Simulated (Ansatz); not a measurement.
## MnSi: pressure series

Consider MnSi (space group P2_13, No. 198; ferromagnetic).

```xyz
8
Lattice="4.5182 0.0000 0.0000 0.0000 4.5182 0.0000 0.0000 0.0000 4.5182" Properties=species:S:1:pos:R:3 pbc="T T T"
Mn     0.6164     0.6164     0.6164
Mn     2.8755     1.6427     3.9018
Mn     3.9018     2.8755     1.6427
Mn     1.6427     3.9018     2.8755
Si     3.8187     3.8187     3.8187
Si     1.5596     2.9587     0.6996
Si     0.6996     1.5596     2.9587
Si     2.9587     0.6996     1.5596
```

Cell and atoms are relaxed at each pressure.

Method: PBE, PAW, 420 eV (Ansatz, a quantum-chemistry and plane-wave program; without spin-orbit coupling), earlier PAW set.

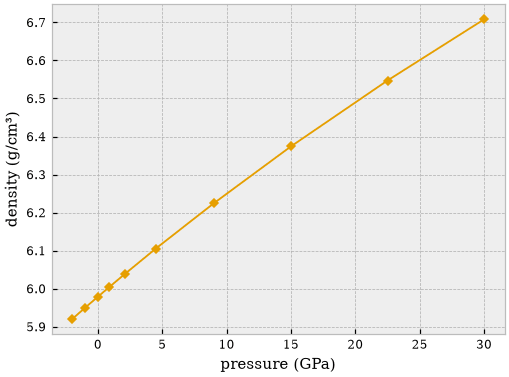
Density against pressure

```
pressure (GPa)     density
--------------  ----------
-2              5.92 g/cm³
-1              5.95 g/cm³
0.9             6.00 g/cm³
2.1             6.04 g/cm³
4.5             6.11 g/cm³
9               6.22 g/cm³
15              6.37 g/cm³
22.5            6.55 g/cm³
30              6.71 g/cm³
```

Other magnetic orders, which the real material may have, were not ruled out. Load acts through the strain it causes; cell and atoms are relaxed under it. No phonon test of stability was made. Competing high-pressure phases were not computed.
